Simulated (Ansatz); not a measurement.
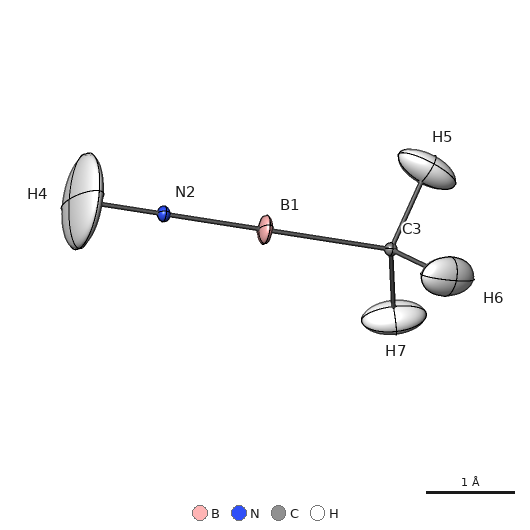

Displacement ellipsoids at the 50 % level, enlarged 1.5 times, from the internal vibrations of the free molecule (harmonic, no overall translation or rotation; no half-axis is drawn under 0.075 Å). Vibrations computed with RKS PBE0-D4/def2-TZVP (Ansatz 0.2.0). Temperature: 400 K.

Which atom moves most?

Answer. H4, with U_eq = 0.0398 Å².

Does H4 move more along its bond or across it?

Answer. Across it: the root-mean-square amplitude is 0.069 Å along the bond and up to 0.239 Å across, since bending and torsion are softer than stretching.

Give the displacement parameters, one line for each set of equivalent atoms.

| atom | U_eq (Å²) | rms amplitudes (Å) |
| --- | --- | --- |
| B1 | 0.0037 | 0.026, 0.072, 0.072 |
| N2 | 0.0013 | 0.025, 0.040, 0.040 |
| C3 | 0.00071 | 0.023, 0.023, 0.033 |
| H4 | 0.0398 | 0.069, 0.239, 0.239 |
| H5, H6, H7 | 0.0137 | 0.074, 0.099, 0.160 |
